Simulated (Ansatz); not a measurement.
```xyz
9

N    -0.5091    0.8996   -0.7278
Si    0.1112   -0.7284    0.0555
S     1.0118    0.0339    1.8097
H    -0.9843    0.7381   -1.6108
H     0.2494    1.5481   -0.9190
H    -1.1666    1.3894   -0.1278
H     0.9983   -1.2501   -0.9854
H    -1.1315   -1.4862    0.2100
H     1.4209   -1.1443    2.2956
```

Computed with RHF/def2-SVP in Ansatz 0.2.0.

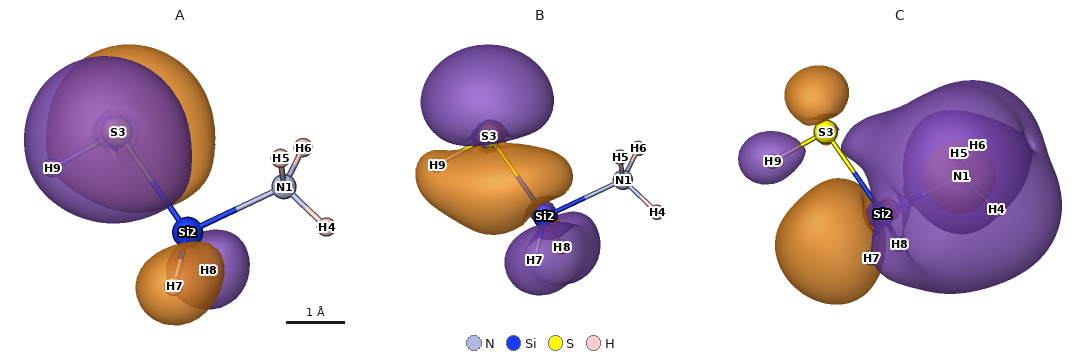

H₆NSSi (SMILES [NH3+][SiH2]S) (charge +1). Three frontier orbitals at ±0.08 Å⁻³ᐟ² (orange and purple are the two phases), in no order.

### Which picture is the HOMO−1, the HOMO and the LUMO?

B is the HOMO−1 (−17.22 eV). By Hirshfeld shares it lies mainly on S3 (about 70 %) and Si2 (about 20 %). A is the HOMO (−15.11 eV). It lies mainly on S3 (about 80 %); largely a lone pair of S3. C is the LUMO (−2.19 eV). Its weight (Hirshfeld) is mainly on Si2 (about 35 %), N1 (about 15 %), H4 (about 10 %), S3 (about 10 %), H5 (about 10 %) and H6 (about 10 %).

### What is the HOMO–LUMO gap?

12.92 eV between the orbital energies.
